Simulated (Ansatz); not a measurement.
Dissociation curves of AlHSCl (SMILES [SH][Al][Cl])

The species is AlHSCl (4 atoms), meant as a doublet with charge 0. As SMILES, `[SH][Al][Cl]`. Geometry: relaxed at PBE0-D4/def2-TZVP.

```xyz
4

S     0.4398    0.9849   -0.7447
Al   -0.3941   -0.5259    0.6091
Cl    0.2262   -2.5074    0.2510
H    -0.2164    1.9881   -0.1356
```

The S1–H4 distance is scanned; the parts on either side stay rigid. Basis STO-3G, 15 core orbitals frozen in the correlated methods; program Ansatz 0.2.0. FCI is exact within this basis and core. Energies in eV from each method's value at 1.345 Å; open shells run as named; a dash marks a point that is missing or didn't converge. The shape above is that at 1.345 Å.

```tsv
distance (Å)	UPBE	UB3LYP	U-r2SCAN0	UCAM-B3LYP	UHSE06	UBCCD(T)	FCI
1.345	0.00	0.00	0.00	0.00	0.00	0.00	0.00
1.681	0.90	1.00	1.16	1.11	1.08	0.94	0.94
2.017	2.56	2.78	3.08	3.03	2.96	2.45	2.44
2.689	4.29	4.39	4.42	4.53	4.44	–	3.87
3.362	4.45	4.57	4.58	4.70	4.57	4.19	3.94
```

Departure from the FCI curve at its largest: UPBE +0.51 eV at 3.36 Å; UB3LYP +0.63 eV at 3.36 Å; U-r2SCAN0 +0.64 eV at 3.36 Å; UCAM-B3LYP +0.76 eV at 3.36 Å; UHSE06 +0.62 eV at 3.36 Å; UBCCD(T) +0.25 eV at 3.36 Å. Functionals converge differently with the basis, so for them the departure isn't an error alone.

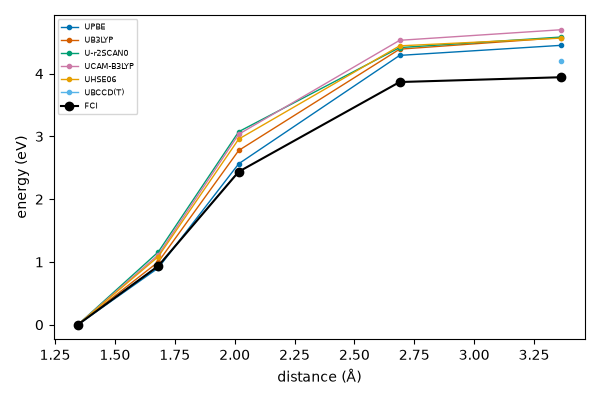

The curves of the table.
